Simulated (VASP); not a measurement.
Band structure of NiAl (CsCl type). Calculation: MS2 meta-GGA, VASP's PBE PAW potentials (set 64) (plane waves; VASP).

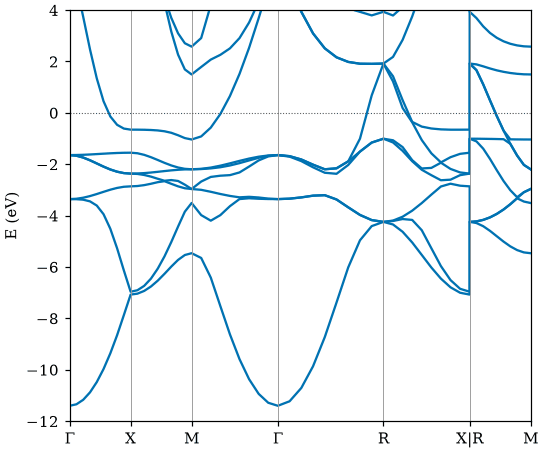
Bands along high-symmetry lines, zero at the valence-band maximum or, without a gap, the Fermi level

**Question.** Read the plot: is there a gap, and where are the band edges?

**Answer.** It has no gap at this level: it comes out as a metal or semimetal.

The compound is NiAl in the CsCl type structure. It was relaxed first. The run is not spin-polarised, so no magnetic state was tried. The electron count is odd and the run is not spin-polarised, which forces a metal.
